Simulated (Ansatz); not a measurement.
# RPA@PBE/cc-pVDZ run of Si2H3F3 (SMILES F[Si](F)(F)[SiH3])

Aim: the vertical singlet–triplet gap of Si2H3F3 at RPA@PBE/cc-pVDZ, from 2 runs. 

Program for the calculation: Ansatz 0.2.0.

48 further runs of the same task are left out: 4 that didn't finish, 44 set aside as unsound or not needed.

### 1 Starting point

Si2H3F3: 8 atoms, total charge 0, spin state singlet. As SMILES, `F[Si](F)(F)[SiH3]`. The shape is that of a PBE0-D4/def2-TZVP optimisation.

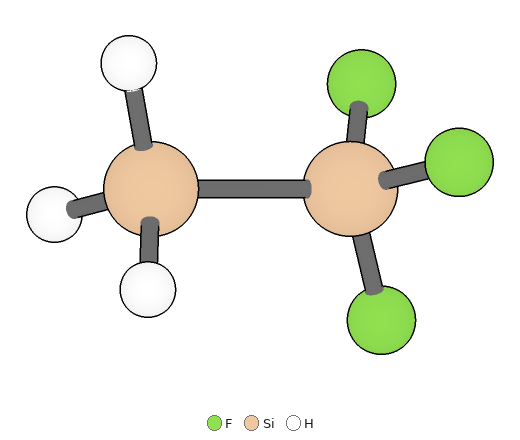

The structure, seen from a chosen angle (fluorine green, silicon light orange, hydrogen white).

### 2 The energy at RPA@PBE/cc-pVDZ

File run.yaml:

```yaml
crystal:
  periodic: [false, false, false]
  atoms:
    - {symbol: F, position_ang: [1.310500, -1.060500, 1.504800]}
    - {symbol: Si, position_ang: [0.534400, -0.990500, 0.128500]}
    - {symbol: F, position_ang: [-0.479300, -2.204500, 0.107900]}
    - {symbol: F, position_ang: [1.595600, -1.255900, -1.013900]}
    - {symbol: Si, position_ang: [-0.550700, 1.050400, -0.152600]}
    - {symbol: H, position_ang: [-1.525600, 1.227900, 0.951900]}
    - {symbol: H, position_ang: [0.460600, 2.135800, -0.122800]}
    - {symbol: H, position_ang: [-1.253300, 1.040400, -1.459500]}
basis:
  gaussian:
    orbitals: cc-pVDZ
hamiltonian:
  xc: {name: PBE}
correlation:
  method: rpa
  frozen_orbitals: {F: 1, H: 0, Si: 5}
accuracy: high
```

The run is started by

```bash
ansatz run run.yaml --threads 1 --pin off --max-ram 3480MiB --events-out events.jsonl --progress --plain --runs-dir runs
```

The log of the run:

```text
Warning: RAYON_NUM_THREADS=1 ignored (pool sized by the plan → 1); use --threads N
Functional definition: PBE
  name "PBE"
  parameter kappa = 0.804
  parameter beta = 0.06672455060314922
  exchange = pbe_x(kappa = kappa, mu = beta*pi^2/3)
  correlation = pbe_c(beta = beta)
2061 factors; integrals over basis functions are off by at most 4.6e-9 eV
mean field evaluation 1: about -23939.1929 eV, gradient 5.0e1 eV
mean field evaluation 2: about -23939.1876 eV, gradient 5.0e1 eV
mean field evaluation 4: about -23942.9968 eV, gradient 5.0e0 eV
mean field evaluation 8: about -23943.0837 eV, gradient 3.3e-1 eV
mean field evaluation 16: about -23943.0839 eV, gradient 1.7e-5 eV
mean field -23943.08393219 eV, -879.8921053029 hartree, gradient 7.8e-8 eV, S^2 0.000000; 0 other end points of the search recorded, 0 dependent functions left out
13 core orbitals not correlated: weight in the atoms' cores, before any rotation towards them, 1.000 or more for the frozen orbitals, at most 0.000 for the correlated occupied ones
reference -23893.08499907 eV, -878.0546784012 hartree; 16, 16 occupied and 64, 64 virtual orbitals, 2061 factors
Total energy: -23924.61788433 eV, -879.2134905606 hartree
```

Wall time 12 s (1 thread of Arm Neoverse V2, shared host); peak memory 0.34 GiB.

### 3 The triplet

File in.yaml:

```yaml
crystal:
  periodic: [false, false, false]
  atoms:
    - {symbol: F, position_ang: [1.310500, -1.060500, 1.504800]}
    - {symbol: Si, position_ang: [0.534400, -0.990500, 0.128500]}
    - {symbol: F, position_ang: [-0.479300, -2.204500, 0.107900]}
    - {symbol: F, position_ang: [1.595600, -1.255900, -1.013900]}
    - {symbol: Si, position_ang: [-0.550700, 1.050400, -0.152600]}
    - {symbol: H, position_ang: [-1.525600, 1.227900, 0.951900]}
    - {symbol: H, position_ang: [0.460600, 2.135800, -0.122800]}
    - {symbol: H, position_ang: [-1.253300, 1.040400, -1.459500]}
basis:
  gaussian: {orbitals: cc-pVDZ}
magnetization: {spin_polarized: true, initial_magnetization: 2}
hamiltonian: {xc: {name: PBE}}
correlation: {method: rpa, frozen_orbitals: {F: 1, H: 0, Si: 5}}
accuracy: high
```

The run is started by

```bash
ansatz run in.yaml --threads 1 --pin off --max-ram 3480MiB --events-out events.jsonl --progress --plain --runs-dir runs
```

The log of the run, shortened:

```text
Warning: RAYON_NUM_THREADS=1 ignored (pool sized by the plan → 1); use --threads N
Functional definition: PBE
  name "PBE"
[...]
2061 factors; integrals over basis functions are off by at most 4.6e-9 eV
[...]
mean field -23936.53592139 eV, -879.6514703442 hartree, gradient 7.5e-8 eV, S^2 2.003066; 6 other end points of the search recorded, 0 dependent functions left out
13 core orbitals not correlated: weight in the atoms' cores, before any rotation towards them, 1.000 or more for the frozen orbitals, at most 0.000 for the correlated occupied ones
reference -23885.50891184 eV, -877.7762623307 hartree; 17, 15 occupied and 63, 65 virtual orbitals, 2061 factors
Total energy: -23917.54920543 eV, -878.9537214024 hartree
```

Wall time 80 s (1 thread of Arm Neoverse V2, shared host); peak memory 0.48 GiB.

### 4 Results

Level: RPA@PBE/cc-pVDZ, 13 core orbitals frozen.

```
                                        quantity          value
                           singlet: total energy  -879.21349 Eh
       singlet: RPA correlation energy (valence)    -1158.8 mEh
                           triplet: total energy  -878.95372 Eh
       triplet: RPA correlation energy (valence)    -1177.5 mEh
      triplet: ⟨S²⟩ of the reference determinant          2.003
vertical energy of the triplet above the singlet       7.069 eV
```

In words: At this shape the triplet lies 7.07 eV (682 kJ/mol) above the singlet.
